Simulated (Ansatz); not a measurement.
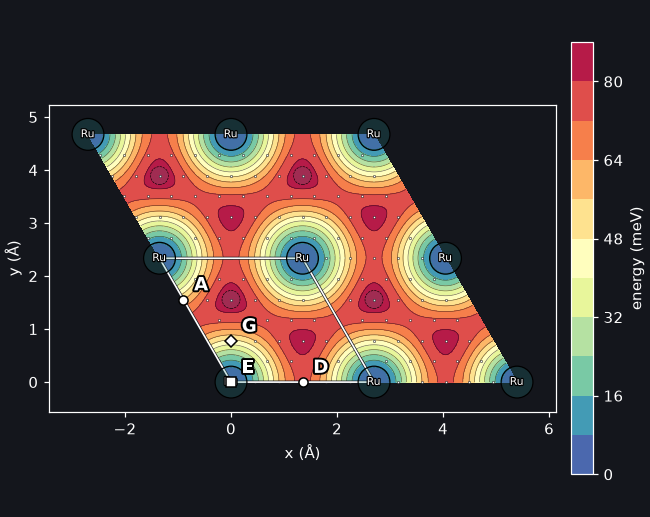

N₂ on a Ru(001) slab cut from the P6_3/mmc phase, its upper half relaxed before the scan (16 atoms of substrate and one adsorbate in a 2 × 2 cell). N2 is moved over the surface cell at a fixed height above a rigid substrate; the origin of the map has the adsorbate above Ru13; the height is held at 3.00 Å. Places are given modulo a cell vector. The map is drawn in real space over the plane of the surface. Grid: 6 × 6 points; 10 points were computed and 26 follow by symmetry. Places are given in fractions of the 1 × 1 surface cell. Energies are in meV, from the lowest grid point. At a fixed height the lowest place need not be the adsorption site. Level of theory: DFT PBE+D3(BJ), scalar-relativistic, plane waves, PAW in Ansatz 0.2.0. Settings: cutoff 420 eV, k-mesh 6×6×1, gaussian smearing 0.1 eV, no spin polarisation.

Drawn: filled contours, dots at the grid points, labelled circles for the atoms of the top layer and small ones for the second layer, the outline of one cell of the 2 × 2 shown, lettered points. Between grid points the surface is interpolated.

Is E the lowest point of the computed grid?

Yes. E, at the top site over a surface Ru atom, (0/6, 0/6) of the cell vectors, has the lowest energy of the grid.

Rank the lettered points by energy, lowest first.

E (0 meV), G (47 meV), A (56 meV), D (74 meV).

What kind of point is each of A, D, E, G: minimum, saddle, maximum or slope?

A: on a slope; D: saddle point; E: minimum; G: on a slope. (In these two coordinates alone; a stationary point may lie a little off the grid point.)
